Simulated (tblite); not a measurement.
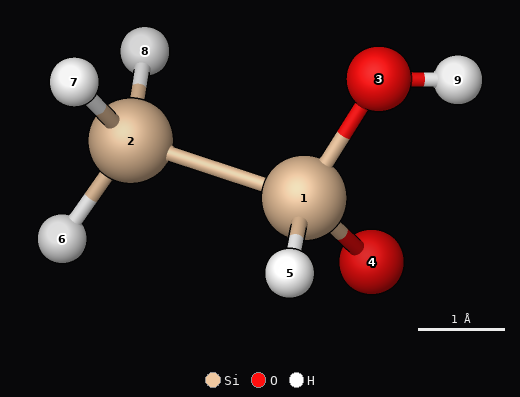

Figure 1. The starting structure (ball-and-stick view, seen at a tilt; atoms are numbered from 1 in the order of the input). Bond lengths as drawn: H–O 0.98 Å, H–Si 1.47 to 1.48 Å, O–Si 1.69 to 1.70 Å and Si–Si 2.22 Å.

## Geometry relaxation, with input and output: Si2H5O2

The run: geometry relaxation of Si2H5O2, multiplicity 2. Method and program: GFN2-xTB geometry optimisation, gas phase (tblite 0.8.0).

**Log**
```
step      E/eV     max force
  0    -385.08349    7.022
  1    -385.90266    1.803
  2    -385.96998    1.185
  3    -386.01359    1.111
  4    -386.03329    0.536
  5    -386.05885    0.446
  6    -386.07212    0.449
  7    -386.08452    0.473
  8    -386.09487    0.351
  9    -386.10594    0.326
 10    -386.11216    0.285
 11    -386.11579    0.158
 12    -386.11793    0.140
 13    -386.11955    0.158
 14    -386.12200    0.205
 15    -386.12438    0.185
 16    -386.12592    0.127
 17    -386.12675    0.107
 18    -386.12775    0.179
 19    -386.12938    0.225
 20    -386.13188    0.200
 21    -386.13324    0.115
 22    -386.13390    0.089
 23    -386.13427    0.080
 24    -386.13482    0.081
 25    -386.13551    0.089
 26    -386.13622    0.118
 27    -386.13664    0.048
 28    -386.13693    0.064
 29    -386.13715    0.045
 30    -386.13737    0.036
 31    -386.13745    0.025
 32    -386.13752    0.026
 33    -386.13760    0.026
 34    -386.13778    0.040
 35    -386.13805    0.056
 36    -386.13839    0.072
 37    -386.13865    0.064
 38    -386.13879    0.041
 39    -386.13887    0.024
 40    -386.13895    0.031
 41    -386.13904    0.031
 42    -386.13911    0.022
 43    -386.13916    0.015
 44    -386.13917    0.008
 45    -386.13918    0.010
 46    -386.13919    0.013
 47    -386.13922    0.015
 48    -386.13924    0.016
 49    -386.13926    0.009
 50    -386.13927    0.005
```

**Trajectory as extended XYZ (Å, eV, eV/Å), 26 frames, from step=0 to step=50**
```
9
Properties=species:S:1:pos:R:3:forces:R:3 step=0 energy=-385.08349
Si    0.7913   -0.3527    0.2039    5.1170  -2.6010  -4.0450
Si   -1.3960   -0.0388   -0.0369   -2.1390   0.6680  -0.3810
O     1.5329    1.1678    0.0778    0.0300  -1.1460  -0.1630
O     1.3607   -1.3440   -1.0457   -2.2080   3.0650   3.9930
H     1.0129   -0.9109    1.5422   -0.1280   0.2530  -0.0010
H    -2.1114   -1.3258   -0.0160    0.1800   0.2070   0.0250
H    -1.8706    0.8622    1.0431    0.1200  -0.2760  -0.1040
H    -1.6165    0.7107   -1.2869    0.0010  -0.1980   0.1090
H     2.3481    1.1466   -0.4625   -0.9740   0.0280   0.5670
9
Properties=species:S:1:pos:R:3:forces:R:3 step=2 energy=-385.96998
Si    0.8986   -0.3916    0.1443    0.7170   0.2910   0.8970
Si   -1.4397   -0.0223   -0.0433   -0.2690   0.1890  -0.0400
O     1.5281    1.1371    0.0776   -0.0700  -0.2870   0.1300
O     1.3206   -1.2980   -0.9843   -0.0070  -0.7410  -0.8380
H     1.0071   -0.9001    1.5364   -0.1840   0.3730  -0.2270
H    -2.1068   -1.3215   -0.0155    0.0870   0.0590   0.0080
H    -1.8674    0.8554    1.0420    0.0280  -0.0540   0.1250
H    -1.6169    0.7066   -1.2871   -0.0390  -0.0210  -0.1730
H     2.3278    1.1494   -0.4512   -0.2630   0.1900   0.1180
9
Properties=species:S:1:pos:R:3:forces:R:3 step=4 energy=-386.03329
Si    0.9542   -0.4019    0.1603    0.0440  -0.4970  -0.1960
Si   -1.4587   -0.0107   -0.0468    0.1360   0.0250  -0.0660
O     1.5242    1.1231    0.0858    0.0060   0.1970   0.2490
O     1.3079   -1.3149   -1.0001   -0.1220  -0.2310  -0.1910
H     0.9972   -0.8801    1.5273   -0.0610   0.1590   0.2700
H    -2.1018   -1.3179   -0.0150    0.0420   0.0240   0.0090
H    -1.8658    0.8521    1.0489   -0.0220   0.0350   0.1850
H    -1.6191    0.7051   -1.2964   -0.0480   0.0190  -0.1810
H     2.3133    1.1603   -0.4451    0.0260   0.2700  -0.0790
9
Properties=species:S:1:pos:R:3:forces:R:3 step=6 energy=-386.07212
Si    1.0033   -0.4446    0.1560   -0.2190   0.2560  -0.0850
Si   -1.4641    0.0020   -0.0542    0.1360   0.0850   0.0090
O     1.5248    1.1207    0.1089    0.0210  -0.4400   0.0860
O     1.2881   -1.3461   -1.0269    0.0440  -0.2230  -0.1870
H     0.9847   -0.8518    1.5422    0.0280   0.0460   0.2460
H    -2.0942   -1.3127   -0.0139    0.0370   0.0520   0.0000
H    -1.8656    0.8510    1.0676    0.0370  -0.0580  -0.0150
H    -1.6247    0.7050   -1.3175   -0.0330  -0.0170  -0.0330
H     2.2991    1.1915   -0.4434   -0.0500   0.3000  -0.0220
9
Properties=species:S:1:pos:R:3:forces:R:3 step=8 energy=-386.09487
Si    1.0199   -0.4704    0.1427   -0.2510   0.0180   0.0900
Si   -1.4577    0.0152   -0.0590    0.0620   0.0160   0.0030
O     1.5321    1.0946    0.1287    0.0750  -0.3430   0.0090
O     1.2751   -1.3762   -1.0493    0.0280   0.0190   0.1370
H     0.9785   -0.8282    1.5657    0.0580   0.0610  -0.1940
H    -2.0860   -1.3046   -0.0132    0.0620   0.1100  -0.0080
H    -1.8628    0.8466    1.0794    0.0670  -0.0650  -0.1040
H    -1.6310    0.7038   -1.3339   -0.0180  -0.0290   0.0730
H     2.2833    1.2342   -0.4422   -0.0830   0.2110  -0.0060
9
Properties=species:S:1:pos:R:3:forces:R:3 step=10 energy=-386.11216
Si    0.9989   -0.4844    0.1350   -0.0270  -0.1770   0.0820
Si   -1.4428    0.0225   -0.0617    0.0230  -0.0410  -0.0340
O     1.5459    1.0573    0.1409    0.0590   0.0660   0.0710
O     1.2711   -1.3935   -1.0526   -0.0550   0.0290   0.1900
H     0.9805   -0.8128    1.5722    0.0000   0.0280  -0.2840
H    -2.0770   -1.2921   -0.0134    0.0470   0.0560  -0.0100
H    -1.8563    0.8399    1.0788    0.0640   0.0020  -0.0550
H    -1.6362    0.7015   -1.3380   -0.0040   0.0020   0.0610
H     2.2673    1.2766   -0.4422   -0.1080   0.0350  -0.0200
9
Properties=species:S:1:pos:R:3:forces:R:3 step=12 energy=-386.11793
Si    0.9928   -0.4948    0.1369    0.0600   0.0470  -0.0570
Si   -1.4360    0.0246   -0.0647    0.0340  -0.0210  -0.0150
O     1.5538    1.0426    0.1513    0.0040   0.0920   0.1060
O     1.2661   -1.4035   -1.0476   -0.0430  -0.0810   0.0490
H     0.9805   -0.8045    1.5617   -0.0190  -0.0530  -0.0150
H    -2.0706   -1.2845   -0.0140    0.0070  -0.0340  -0.0090
H    -1.8496    0.8373    1.0760    0.0570   0.0360  -0.0200
H    -1.6388    0.7009   -1.3374   -0.0020   0.0370   0.0040
H     2.2531    1.2968   -0.4431   -0.0990  -0.0220  -0.0430
9
Properties=species:S:1:pos:R:3:forces:R:3 step=14 energy=-386.12200
Si    0.9993   -0.5006    0.1351    0.0090   0.1980  -0.0500
Si   -1.4301    0.0256   -0.0687    0.0240  -0.0020   0.0070
O     1.5600    1.0390    0.1689   -0.0180  -0.0170   0.0540
O     1.2573   -1.4199   -1.0420    0.0120  -0.1000  -0.0620
H     0.9777   -0.8008    1.5526   -0.0120  -0.0990   0.1540
H    -2.0646   -1.2814   -0.0153   -0.0070  -0.0630  -0.0110
H    -1.8396    0.8382    1.0734    0.0570   0.0370  -0.0180
H    -1.6412    0.7036   -1.3381    0.0020   0.0450  -0.0170
H     2.2324    1.3114   -0.4469   -0.0660   0.0000  -0.0580
9
Properties=species:S:1:pos:R:3:forces:R:3 step=16 energy=-386.12592
Si    1.0008   -0.4968    0.1297   -0.0200   0.0350   0.0540
Si   -1.4205    0.0240   -0.0726   -0.0240   0.0000  -0.0060
O     1.5677    1.0383    0.1893   -0.0360  -0.0780  -0.0080
O     1.2493   -1.4389   -1.0332    0.0260   0.0370  -0.0310
H     0.9750   -0.8060    1.5486   -0.0090  -0.0700   0.1060
H    -2.0587   -1.2824   -0.0176    0.0050  -0.0340  -0.0120
H    -1.8242    0.8425    1.0673    0.0530   0.0300  -0.0090
H    -1.6431    0.7098   -1.3374    0.0110   0.0270  -0.0120
H     2.2051    1.3245   -0.4550   -0.0060   0.0530  -0.0810
9
Properties=species:S:1:pos:R:3:forces:R:3 step=18 energy=-386.12775
Si    0.9955   -0.4932    0.1301    0.0180  -0.1530   0.0910
Si   -1.4173    0.0223   -0.0742   -0.0460  -0.0070  -0.0250
O     1.5708    1.0354    0.1937   -0.0010   0.0040  -0.0310
O     1.2488   -1.4411   -1.0293   -0.0030   0.1140   0.0360
H     0.9743   -0.8143    1.5535   -0.0130  -0.0210  -0.0110
H    -2.0566   -1.2852   -0.0194    0.0150   0.0000  -0.0120
H    -1.8148    0.8463    1.0635    0.0450   0.0240   0.0000
H    -1.6428    0.7139   -1.3368    0.0130   0.0090  -0.0010
H     2.1935    1.3308   -0.4621   -0.0290   0.0300  -0.0480
9
Properties=species:S:1:pos:R:3:forces:R:3 step=20 energy=-386.13188
Si    0.9942   -0.4978    0.1439    0.0580  -0.1890   0.0340
Si   -1.4185    0.0200   -0.0804   -0.0100   0.0020  -0.0190
O     1.5759    1.0275    0.1987    0.0290   0.0790  -0.0200
O     1.2475   -1.4369   -1.0235   -0.0220   0.0990   0.0610
H     0.9698   -0.8338    1.5668    0.0030   0.0350  -0.0760
H    -2.0506   -1.2922   -0.0246    0.0060   0.0460  -0.0110
H    -1.7897    0.8573    1.0568    0.0160  -0.0030   0.0030
H    -1.6406    0.7241   -1.3376    0.0060  -0.0200   0.0040
H     2.1632    1.3469   -0.4811   -0.0860  -0.0510   0.0230
9
Properties=species:S:1:pos:R:3:forces:R:3 step=22 energy=-386.13390
Si    1.0035   -0.5068    0.1543    0.0090   0.0000  -0.0120
Si   -1.4200    0.0204   -0.0855    0.0350   0.0160   0.0040
O     1.5793    1.0238    0.2057   -0.0080  -0.0020   0.0120
O     1.2435   -1.4370   -1.0206    0.0170   0.0160  -0.0170
H     0.9661   -0.8412    1.5706    0.0270   0.0210   0.0150
H    -2.0457   -1.2937   -0.0282   -0.0130   0.0440  -0.0090
H    -1.7728    0.8633    1.0535   -0.0010  -0.0150   0.0010
H    -1.6398    0.7294   -1.3394    0.0000  -0.0230  -0.0080
H     2.1374    1.3567   -0.4915   -0.0670  -0.0560   0.0140
9
Properties=species:S:1:pos:R:3:forces:R:3 step=24 energy=-386.13482
Si    1.0097   -0.5131    0.1564   -0.0350   0.0730   0.0070
Si   -1.4161    0.0229   -0.0881    0.0370   0.0110   0.0070
O     1.5814    1.0194    0.2137   -0.0360  -0.0500   0.0330
O     1.2411   -1.4406   -1.0211    0.0420  -0.0150  -0.0570
H     0.9662   -0.8392    1.5719    0.0350  -0.0020   0.0520
H    -2.0434   -1.2889   -0.0303   -0.0230   0.0200  -0.0060
H    -1.7650    0.8638    1.0525   -0.0040  -0.0030   0.0080
H    -1.6404    0.7296   -1.3417    0.0040  -0.0120  -0.0170
H     2.1179    1.3611   -0.4943   -0.0210  -0.0230  -0.0270
9
Properties=species:S:1:pos:R:3:forces:R:3 step=26 energy=-386.13622
Si    1.0122   -0.5216    0.1616   -0.0450   0.0400   0.0310
Si   -1.4051    0.0273   -0.0922    0.0070  -0.0010   0.0030
O     1.5835    1.0093    0.2265   -0.0690  -0.0460   0.0850
O     1.2425   -1.4400   -1.0235    0.0380  -0.0170  -0.0360
H     0.9712   -0.8396    1.5805    0.0340  -0.0160   0.0140
H    -2.0418   -1.2785   -0.0356   -0.0280  -0.0130   0.0000
H    -1.7496    0.8655    1.0504   -0.0050   0.0170   0.0180
H    -1.6400    0.7289   -1.3463    0.0170   0.0050  -0.0220
H     2.0786    1.3637   -0.5025    0.0510   0.0310  -0.0930
9
Properties=species:S:1:pos:R:3:forces:R:3 step=28 energy=-386.13693
Si    1.0068   -0.5209    0.1660    0.0080  -0.0300  -0.0020
Si   -1.4019    0.0268   -0.0929   -0.0180   0.0020   0.0030
O     1.5816    1.0083    0.2286   -0.0420   0.0060   0.0470
O     1.2473   -1.4335   -1.0231    0.0070   0.0070   0.0140
H     0.9754   -0.8461    1.5857    0.0230   0.0000  -0.0240
H    -2.0440   -1.2777   -0.0378   -0.0190   0.0040   0.0030
H    -1.7438    0.8685    1.0491   -0.0040   0.0050   0.0080
H    -1.6377    0.7297   -1.3473    0.0220  -0.0030  -0.0090
H     2.0677    1.3599   -0.5094    0.0240   0.0100  -0.0390
9
Properties=species:S:1:pos:R:3:forces:R:3 step=30 energy=-386.13737
Si    1.0049   -0.5183    0.1672    0.0190  -0.0250  -0.0180
Si   -1.4049    0.0262   -0.0905   -0.0210   0.0030   0.0020
O     1.5742    1.0140    0.2259   -0.0090   0.0140  -0.0060
O     1.2533   -1.4256   -1.0246   -0.0040   0.0000   0.0190
H     0.9806   -0.8480    1.5853    0.0110  -0.0020  -0.0120
H    -2.0502   -1.2779   -0.0372   -0.0090   0.0170   0.0030
H    -1.7496    0.8687    1.0512    0.0010  -0.0050  -0.0070
H    -1.6340    0.7276   -1.3477    0.0210  -0.0080   0.0060
H     2.0772    1.3484   -0.5105   -0.0110   0.0050   0.0120
9
Properties=species:S:1:pos:R:3:forces:R:3 step=32 energy=-386.13752
Si    1.0073   -0.5198    0.1675   -0.0040   0.0080  -0.0020
Si   -1.4060    0.0270   -0.0901   -0.0050  -0.0010   0.0020
O     1.5714    1.0150    0.2268   -0.0010   0.0010  -0.0220
O     1.2548   -1.4247   -1.0255    0.0060  -0.0170  -0.0020
H     0.9831   -0.8476    1.5850    0.0100  -0.0120   0.0030
H    -2.0524   -1.2757   -0.0373   -0.0130   0.0040   0.0040
H    -1.7501    0.8684    1.0518    0.0000   0.0030  -0.0020
H    -1.6319    0.7263   -1.3486    0.0190  -0.0010   0.0010
H     2.0752    1.3460   -0.5107   -0.0120   0.0150   0.0170
9
Properties=species:S:1:pos:R:3:forces:R:3 step=34 energy=-386.13778
Si    1.0102   -0.5227    0.1678   -0.0200   0.0300   0.0180
Si   -1.4074    0.0281   -0.0902    0.0290  -0.0090   0.0040
O     1.5678    1.0148    0.2285   -0.0040  -0.0150  -0.0270
O     1.2565   -1.4272   -1.0252    0.0120  -0.0240  -0.0180
H     0.9880   -0.8497    1.5851    0.0070  -0.0150   0.0080
H    -2.0564   -1.2718   -0.0374   -0.0250  -0.0190   0.0050
H    -1.7474    0.8694    1.0515   -0.0070   0.0180   0.0110
H    -1.6258    0.7254   -1.3499    0.0130   0.0110  -0.0120
H     2.0660    1.3488   -0.5112   -0.0050   0.0230   0.0130
9
Properties=species:S:1:pos:R:3:forces:R:3 step=36 energy=-386.13839
Si    1.0123   -0.5284    0.1680   -0.0090   0.0160   0.0260
Si   -1.4091    0.0291   -0.0896    0.0690  -0.0190   0.0050
O     1.5577    1.0137    0.2294   -0.0140  -0.0190  -0.0200
O     1.2623   -1.4347   -1.0229    0.0020  -0.0050  -0.0150
H     1.0021   -0.8588    1.5851   -0.0080  -0.0040  -0.0050
H    -2.0697   -1.2642   -0.0367   -0.0300  -0.0320   0.0040
H    -1.7413    0.8739    1.0506   -0.0140   0.0290   0.0180
H    -1.6076    0.7243   -1.3530    0.0010   0.0180  -0.0160
H     2.0446    1.3601   -0.5120    0.0030   0.0170   0.0040
9
Properties=species:S:1:pos:R:3:forces:R:3 step=38 energy=-386.13879
Si    1.0115   -0.5312    0.1679    0.0160  -0.0180   0.0020
Si   -1.4067    0.0281   -0.0885    0.0370  -0.0160   0.0070
O     1.5508    1.0126    0.2278   -0.0200   0.0010   0.0020
O     1.2660   -1.4395   -1.0211   -0.0110   0.0120  -0.0010
H     1.0107   -0.8649    1.5845   -0.0170   0.0060  -0.0070
H    -2.0797   -1.2610   -0.0357   -0.0080   0.0000   0.0010
H    -1.7390    0.8779    1.0505   -0.0050   0.0080  -0.0100
H    -1.5956    0.7243   -1.3549    0.0020   0.0020   0.0130
H     2.0334    1.3687   -0.5115    0.0060   0.0040  -0.0060
9
Properties=species:S:1:pos:R:3:forces:R:3 step=40 energy=-386.13895
Si    1.0121   -0.5319    0.1680    0.0090  -0.0080  -0.0090
Si   -1.4033    0.0267   -0.0876   -0.0040  -0.0050   0.0060
O     1.5484    1.0128    0.2266   -0.0150   0.0060   0.0060
O     1.2661   -1.4395   -1.0215   -0.0050   0.0030  -0.0070
H     1.0107   -0.8653    1.5839   -0.0120   0.0020   0.0070
H    -2.0822   -1.2608   -0.0353    0.0070   0.0190   0.0010
H    -1.7400    0.8790    1.0500    0.0060  -0.0080  -0.0260
H    -1.5937    0.7244   -1.3543    0.0090  -0.0100   0.0280
H     2.0333    1.3696   -0.5109    0.0040   0.0010  -0.0060
9
Properties=species:S:1:pos:R:3:forces:R:3 step=42 energy=-386.13911
Si    1.0145   -0.5337    0.1684   -0.0100   0.0110  -0.0050
Si   -1.4003    0.0248   -0.0859   -0.0170   0.0030   0.0010
O     1.5424    1.0144    0.2253   -0.0040  -0.0010   0.0010
O     1.2673   -1.4391   -1.0227    0.0060  -0.0070  -0.0140
H     1.0122   -0.8672    1.5839   -0.0050  -0.0010   0.0110
H    -2.0870   -1.2583   -0.0348    0.0100   0.0090   0.0020
H    -1.7399    0.8806    1.0477    0.0090  -0.0060  -0.0140
H    -1.5880    0.7234   -1.3520    0.0110  -0.0080   0.0180
H     2.0303    1.3701   -0.5109    0.0000   0.0000   0.0000
9
Properties=species:S:1:pos:R:3:forces:R:3 step=44 energy=-386.13917
Si    1.0145   -0.5342    0.1683   -0.0080   0.0030  -0.0020
Si   -1.4001    0.0240   -0.0850   -0.0020   0.0000   0.0010
O     1.5390    1.0151    0.2245   -0.0020  -0.0030   0.0000
O     1.2686   -1.4392   -1.0231    0.0040  -0.0010  -0.0050
H     1.0136   -0.8691    1.5842   -0.0060   0.0040  -0.0020
H    -2.0896   -1.2566   -0.0344    0.0040  -0.0060   0.0030
H    -1.7390    0.8815    1.0461    0.0050   0.0040   0.0040
H    -1.5837    0.7227   -1.3505    0.0070   0.0000  -0.0020
H     2.0279    1.3709   -0.5111   -0.0020  -0.0020   0.0030
9
Properties=species:S:1:pos:R:3:forces:R:3 step=46 energy=-386.13919
Si    1.0132   -0.5340    0.1678    0.0020  -0.0070  -0.0040
Si   -1.4005    0.0237   -0.0847    0.0040  -0.0010   0.0020
O     1.5384    1.0151    0.2241   -0.0040   0.0010   0.0010
O     1.2691   -1.4392   -1.0233   -0.0010   0.0050   0.0030
H     1.0131   -0.8692    1.5841   -0.0070   0.0060  -0.0090
H    -2.0894   -1.2570   -0.0340    0.0010  -0.0070   0.0030
H    -1.7385    0.8819    1.0459    0.0030   0.0050   0.0070
H    -1.5824    0.7226   -1.3500    0.0040   0.0020  -0.0070
H     2.0282    1.3711   -0.5108   -0.0030  -0.0040   0.0030
9
Properties=species:S:1:pos:R:3:forces:R:3 step=48 energy=-386.13924
Si    1.0114   -0.5343    0.1664    0.0100  -0.0120  -0.0050
Si   -1.4003    0.0231   -0.0837    0.0050   0.0010   0.0010
O     1.5363    1.0148    0.2238   -0.0030   0.0040   0.0010
O     1.2701   -1.4389   -1.0247   -0.0040   0.0080   0.0090
H     1.0107   -0.8681    1.5832   -0.0060   0.0020  -0.0100
H    -2.0887   -1.2582   -0.0328    0.0010   0.0000   0.0030
H    -1.7367    0.8834    1.0460    0.0000   0.0010   0.0050
H    -1.5790    0.7222   -1.3492    0.0000   0.0000  -0.0070
H     2.0276    1.3710   -0.5100   -0.0030  -0.0040   0.0020
9
Properties=species:S:1:pos:R:3:forces:R:3 step=50 energy=-386.13927
Si    1.0118   -0.5353    0.1659    0.0010   0.0000   0.0000
Si   -1.3997    0.0231   -0.0831    0.0010   0.0020  -0.0010
O     1.5344    1.0146    0.2243   -0.0020   0.0020  -0.0010
O     1.2707   -1.4389   -1.0256    0.0010   0.0010   0.0020
H     1.0096   -0.8675    1.5825   -0.0030  -0.0040  -0.0010
H    -2.0888   -1.2581   -0.0321    0.0020   0.0040   0.0030
H    -1.7351    0.8844    1.0463    0.0000  -0.0020   0.0010
H    -1.5765    0.7219   -1.3494   -0.0010  -0.0020  -0.0030
H     2.0250    1.3710   -0.5097    0.0000   0.0010   0.0000
```

The run was set up as follows.

**Input**
```
{"job": {"kind": "relax", "xc": "GFN2-xTB", "basis": "xTB"}, "charge": 0, "multiplicity": 2}
Si     0.791285    -0.352740     0.203872
Si    -1.396033    -0.038768    -0.036911
O      1.532886     1.167820     0.077813
O      1.360724    -1.343955    -1.045717
H      1.012888    -0.910925     1.542169
H     -2.111351    -1.325841    -0.016043
H     -1.870603     0.862178     1.043105
H     -1.616484     0.710714    -1.286873
H      2.348075     1.146566    -0.462452
```

The first line tells a small driver script what to run in tblite; the rest is the geometry in Å.

Launched with:
```bash
OMP_NUM_THREADS=1 python <driver script> task.json out
```

**Summary**

- outcome: converged
- total energy: −386.1393 eV
- hardware: 1 CPU thread, shared host
- wall time: 0.81 s
- peak memory: 0.18 GiB
